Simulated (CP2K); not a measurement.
1,3,5-trifluorobenzene has these distinct C atoms: C2 (bonded to 2 C and F) and C3 (bonded to 2 C and H).

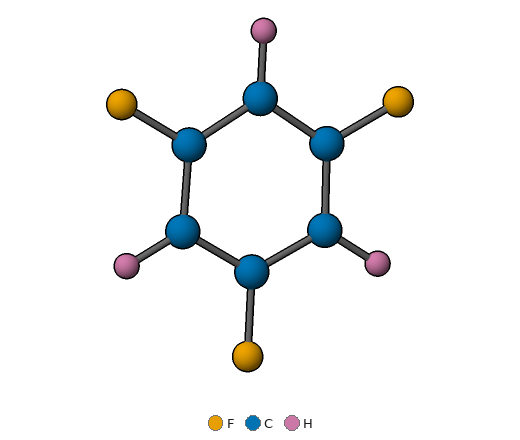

The molecule (fluorine orange, carbon blue, hydrogen pink).

```xyz
12

F    -0.1155    2.7313    0.0909
C    -0.0703    1.3685    0.0429
C     1.1851    0.7693    0.0395
C     1.2125   -0.6201   -0.0017
F     2.4199   -1.2401    0.0008
C     0.0698   -1.4111   -0.0429
C    -1.1505   -0.7440   -0.0430
F    -2.2799   -1.5061   -0.0893
C    -1.2645    0.6469    0.0027
H     2.0979    1.3585    0.0679
H     0.1272   -2.4957   -0.0747
H    -2.2316    1.1426    0.0068
```

Their partial C K spectra (CP2K XAS_TDP, all-electron GAPW, PBEh(45%), aug-cc-pVDZ, TDA, GW2X-corrected core level, no relativity) are given in random order, each times the number of alike atoms.

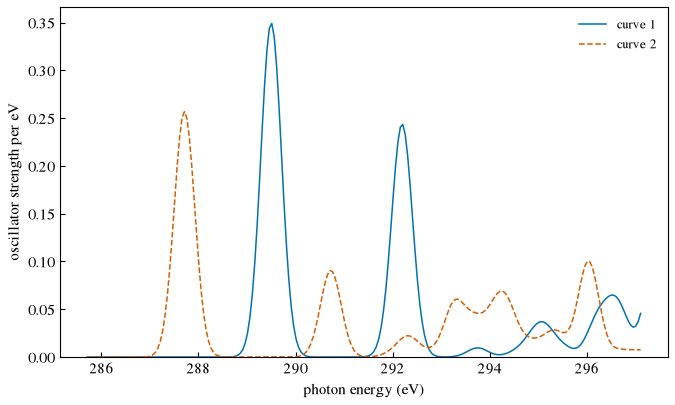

Gaussian full width 0.5 eV, oscillator strength per eV, alike atoms added, rows of zeros left out.

Question: Which curve belongs to which atom?

Curve 1: C2 (bonded to 2 C and F), leading line at 289.50 eV (f = 0.062 an atom), ionisation energy 295.22 eV, term value 5.72 eV. Curve 2: C3 (bonded to 2 C and H), leading line at 287.71 eV (f = 0.046 an atom), ionisation energy 292.70 eV, term value 4.99 eV. The leading line of an atom is its first one with 35 % of the strongest within 2.5 eV of its lowest line over the strength cut. A line lies at the core ionisation energy, which rises as an atom loses charge to its neighbours or to a π system, less the term value, which is large for a low π* or σ* orbital with weight on that atom.

[Banner, clock and machine lines of the logs are left out without a mark of their own.]

[Logs are printed without paths, hosts, clocks, repeated set-up lines and the standing remarks that a program may print on its own settings, such as how far it seeks lower states.]

[Hosts, paths, dates, database ids (printed as entryN), source tags and the programs' standing remarks are cut or masked in the printed files.]
